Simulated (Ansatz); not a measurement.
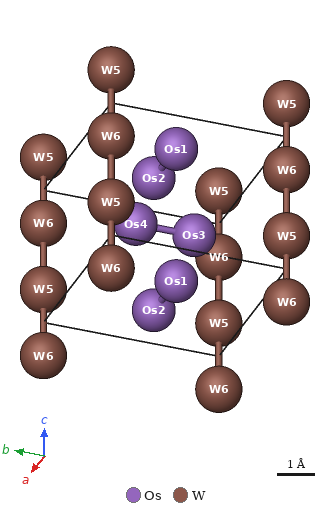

A crystal of Os2W (built on the random type) (coarse preliminary run), before the relaxation. The picture is a ball-and-stick view of the cell of the calculation, seen from a free direction.

Case: random cell with space group P4_2/mmc (No. 131).

These are results of DFT PBE, scalar-relativistic, plane waves, PAW in Ansatz, not measurements.

Input
```yaml
crystal:
  lattice:
    - [5.099955242, 0.0, 0.0]
    - [0.0, 5.099955242, 0.0]
    - [0.0, 0.0, 4.1359940286]
  atoms:
    - { symbol: Os, position: [0.3333333333, 0.5, 0.0] }
    - { symbol: Os, position: [0.6666666667, 0.5, 0.0] }
    - { symbol: Os, position: [0.5, 0.3333333333, 0.5] }
    - { symbol: Os, position: [0.5, 0.6666666667, 0.5] }
    - { symbol: W, position: [0.0, 0.0, 0.25] }
    - { symbol: W, position: [0.0, 0.0, 0.75] }
basis:
  ecutwfc: 420
kpoints:
  mp_grid: { grid: [4, 4, 4] }
hamiltonian:
  xc: pbe
scf:
  occupations: { method: gaussian, width: 0.1 }
  lower_state_search: "off"
output:
  forces: true
  stress: true
  eigenvalues: true
relax:
  adjacent_minimum: "off"
  f_tol: 0.04
  max_steps: 70
  cell: { stress_tol: 0.4 }
```

Run as
```bash
ansatz run input.yaml --threads 1 --pin off --max-ram 2560MiB --backend cpu --events-out ev --progress --plain --runs-dir out
```

**What does the optimiser find from here?**

The energy falls by 33.975 eV per cell of the calculation in 8 accepted moves (10 points after the start). Largest force component: 61 eV/Å at the start, under 0.0001 eV/Å at the end. Pressure: 144.69 GPa at the start and 0.04 GPa at the end. At 2 points the geometry stayed and the basis and grid were re-selected for the new cell (energy shift of 13.6 meV per cell of the calculation at most each time). The largest moves relative to the cell, 0.39 Å, are those of Os1, Os2, Os3 and Os4. Os2 goes along +a. W stays in place. The drawn cell changes as follows: a = b 5.100 → 4.698 Å (−7.9 %), c 4.136 → 4.755 Å (+15.0 %); the volume changes by −2.4 %. Some distances before and after: Os1–Os2 3.400 → 2.353 Å, Os1–Os2 (another image) 1.700 → 2.345 Å, Os1–Os3 2.392 → 2.899 Å, Os1–W5 3.234 → 2.884 Å. New bonds form: Os1–Os2 (3.40 → 2.35 Å), Os3–Os4 (3.40 → 2.35 Å). The space group stays P4_2/mmc (No. 131).

History of the run:

```tsv
step	E − E(0), meV/atom	largest force component, eV/Å	pressure, GPa	volume, Å³/atom	note
0	0.00	60.5555	144.69	17.929	
1	-4271.93	11.9279	21.73	18.743	
2	-5033.75	8.9281	15.79	17.476	
3	-5540.08	3.0150	21.20	16.323	
4	-5651.89	1.2630	2.17	17.342	
5	-5658.16	0.2467	2.13	17.351	
6	-5660.10	0.0405	0.23	17.459	
7	-5660.13	0.0010	-0.02	17.473	
8	-5662.40	0.0034	0.26	17.473	same geometry, new basis
9	-5662.49	0.0001	0.04	17.492	
10	-5662.50	0.0000	0.04	17.492	same geometry, new basis
```

Final geometry:

```
Os W
1.0
     4.69815    0.00000    0.00000
     0.00000    4.69815    0.00000
     0.00000    0.00000    4.75492
Os W
4 2
Direct
  0.25041 0.50000 0.00000
  0.74959 0.50000 0.00000
  0.50000 0.25041 0.50000
  0.50000 0.74959 0.50000
  0.00000 0.00000 0.25000
  0.00000 0.00000 0.75000
```

After the run, drawn alike:

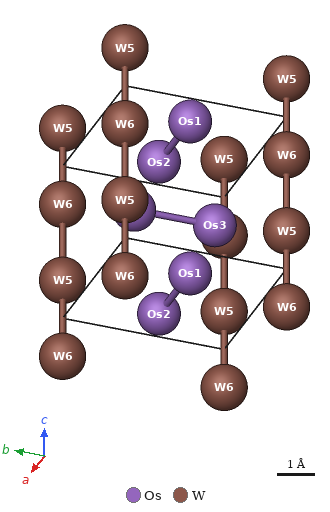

Limits of the set-up: the k-point mesh is coarse for a cell with partly filled bands.
